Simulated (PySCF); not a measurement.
H₂ClIn, SMILES [Cl][InH2] at its PBE0/def2-SVP optimised geometry (Å):

```
4

In    -0.8518     0.0001     0.0000
H     -1.5147     1.5817     0.0000
H     -1.5143    -1.5817     0.0002
Cl     1.5147     0.0001     0.0000
```

Method: PBE0/def2-TZVP, def2 effective core potentials past Kr (PySCF). The core electrons that the potentials of In replace are not part of the density. Cells within 0.4 Å of a nucleus heavier than hydrogen are left out (blank, or x).

Map of the deformation density (molecule minus spherical neutral atoms) (e/bohr³) on the plane z = 0.0 Å:

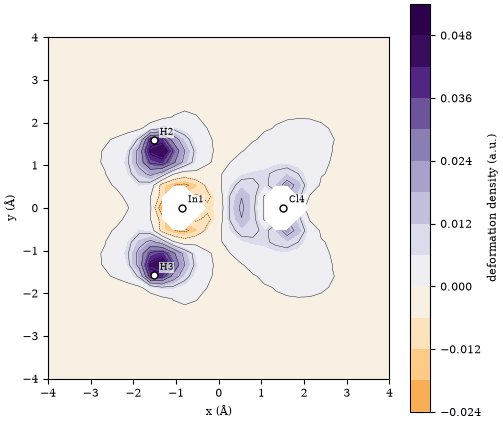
Figure: Deformation density (molecule minus spherical neutral atoms) (e/bohr³) on the plane z = 0.0 Å.
